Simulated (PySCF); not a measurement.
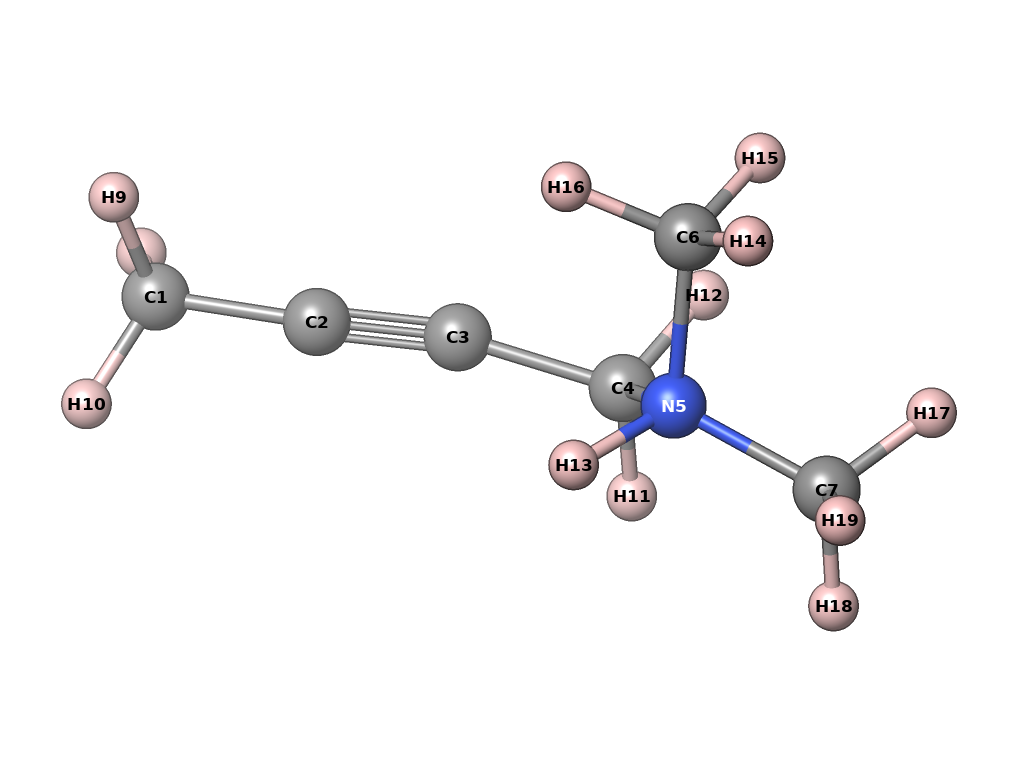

C4 lies behind N5. The molecule seen a little off the N5–C4 bond, N5 in front. Distant atoms are faded towards the background colour. State: charge +1, singlet. Geometry: a frame of a GFN2-xTB molecular-dynamics simulation, not a minimum.

Q: What is the torsion angle C6–N5–C4–C3? The sign is positive where the front bond must turn clockwise to cover the back bond.

A: −72°, synclinal (gauche). The bonds about N5–C4 are staggered.
